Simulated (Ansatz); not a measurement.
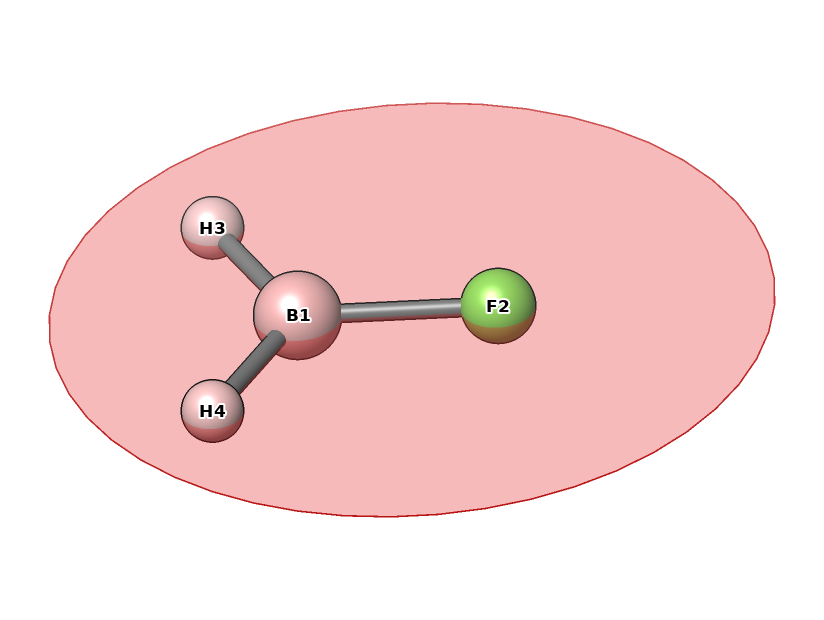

A disc through the centre of mass is drawn in. Depth is shown by fading: the farther an atom, the more it takes the colour of the background. The geometry was computed by an optimisation with PBE0-D4/def2-TZVP.

### Is the plane of the disc a mirror plane of the structure?

Yes. The reflection leaves B1, F2, H3, H4 in place. The point group is C2v.
